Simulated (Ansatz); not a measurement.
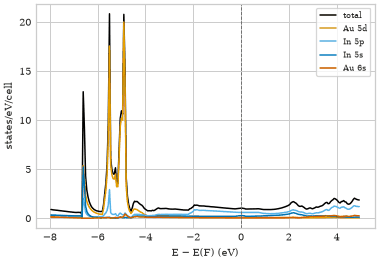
Figure: Total and projected density of states of In2Au (fluorite or antifluorite type, Fm-3m), the program Ansatz at the LDA level (PAW)

**Question.** Which orbitals carry the states next to the Fermi level?

**Answer.** Within 0.5 eV of the Fermi level: In 5p 61 %, In 5s 22 %, Au 5d 8 %. Projections are on Löwdin-orthogonalised atomic valence shells; empty p or d shells of many metals are not among them.

**Question.** Where is the tallest occupied peak in this window, and what makes it?

**Answer.** Near -5.5 eV, about 21 states/eV per cell; the largest projected share is Au 5d.

The workflow started from a Materials Project entry (that database holds measured and hypothetical structures alike); the Crystallography Open Database files this formula in space group No. 225, but the cells were not matched. Its standing as an ambient phase is unchecked. Symmetry was held in the LDA relaxation; of distortions, only those at the zone centre were tested. Scalar-relativistic: spin–orbit coupling is off unless named, which matters more the heavier the elements.

Potentials: the later of the program's two PAW sets.
